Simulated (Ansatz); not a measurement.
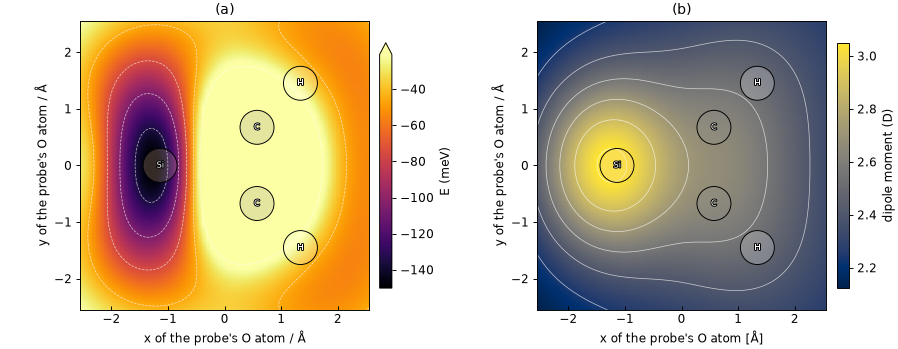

C₂H₂Si (SMILES C1=[Si]=C1) with the probe H2O. The probe is moved over a plane parallel to the molecule's main plane, 2.70 Å above it. The first coordinate is: x of the probe's O atom; the second: y of the probe's O atom. Nothing is relaxed (molecule and probe rigid, the probe upright with O nearest the plane). The grid has 11 × 11 points; 79 points were computed and 42 follow by symmetry. All energies are given in meV relative to molecule and probe far apart, each relaxed in its own basis (no counterpoise correction). Method: Ansatz, RKS B3LYP-D4/def2-SVPD.

Panel (a) is the energy and panel (b) the computed dipole moment on the same grid.

Drawn: a smooth colour map with a few white contour lines, labelled circles for the molecule's atoms, projected on the plane, one colour for all values above the top of the scale. Between grid points the surface is interpolated.

How does the dipole moment vary over the map, and what is it at the lowest grid point?

Leaving out the highest fifth of the energies, it runs from 2.12 D at x of the probe's O atom = −2.55 Å, y of the probe's O atom = −2.55 Å to 3.05 D at x of the probe's O atom = −1.02 Å, y of the probe's O atom = 0.00 Å. At the lowest grid point, x of the probe's O atom = −1.53 Å, y of the probe's O atom = 0.00 Å, it is 3.03 D.

```csv
"y of the probe's O atom ↓, x of the probe's O atom →",−2.55,−2.04,−1.53,−1.02,−0.51,0.00,0.51,1.02,1.53,2.04,2.55
2.55,2.12,2.17,2.22,2.26,2.28,2.31,2.33,2.35,2.34,2.31,2.27
2.04,2.17,2.26,2.34,2.38,2.39,2.41,2.42,2.43,2.41,2.36,2.30
1.53,2.25,2.40,2.52,2.56,2.54,2.52,2.53,2.52,2.47,2.40,2.33
1.02,2.34,2.58,2.75,2.78,2.71,2.64,2.61,2.59,2.52,2.43,2.34
0.51,2.43,2.73,2.95,2.97,2.84,2.72,2.66,2.63,2.55,2.44,2.35
0.00,2.46,2.79,3.03,3.05,2.90,2.74,2.68,2.64,2.56,2.45,2.35
−0.51,2.43,2.73,2.95,2.97,2.84,2.72,2.66,2.63,2.55,2.44,2.35
−1.02,2.34,2.58,2.75,2.78,2.71,2.64,2.61,2.59,2.52,2.43,2.34
−1.53,2.25,2.40,2.52,2.56,2.54,2.52,2.53,2.52,2.47,2.40,2.33
−2.04,2.17,2.26,2.34,2.38,2.39,2.41,2.42,2.43,2.41,2.36,2.30
−2.55,2.12,2.17,2.22,2.26,2.28,2.31,2.33,2.35,2.34,2.31,2.27
```
